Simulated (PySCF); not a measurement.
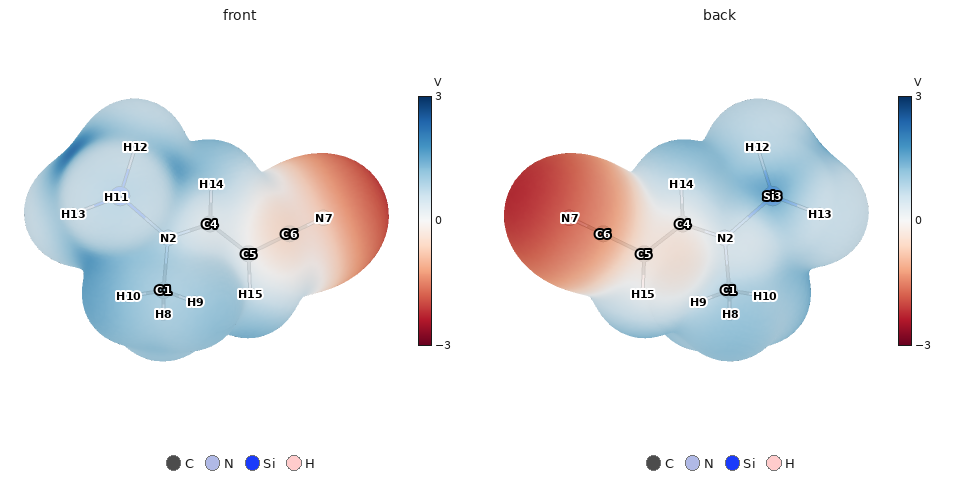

Figure. C4H8N2Si (SMILES CN([SiH3])/C=C/C#N). The molecular electrostatic potential painted on the density surface at 0.002 e/bohr³, seen from the front and from behind; the colour scale runs from red (negative) to blue (positive).

Geometry: GFN2-xTB.

Theory: wB97X-D/def2-SVPD, SCF density, gas phase (PySCF).

```xyz
15

C    -1.0885   -1.0555    0.6111
N    -0.5219    0.1445    0.0380
Si   -1.5939    1.3571   -0.6164
C     0.8323    0.2597    0.0443
C     1.7208   -0.6276    0.5314
C     3.0935   -0.3675    0.4658
N     4.2244   -0.1662    0.4178
H    -0.7371   -1.9419    0.0767
H    -0.8131   -1.1481    1.6648
H    -2.1722   -1.0138    0.5388
H    -2.4748    1.8018    0.4661
H    -0.7383    2.4265   -1.1112
H    -2.3766    0.7283   -1.6829
H     1.2001    1.1754   -0.3973
H     1.4408   -1.5647    0.9886
```

Q: Which sites attract a positive test charge, and which a negative one?

A: A positive charge is drawn to the negative regions and a negative charge to the positive ones. The most negative region (about −2.2 V) lies over N7, the most positive (about +2.0 V) over Si3. N7 is the likeliest acceptor of a hydrogen bond.
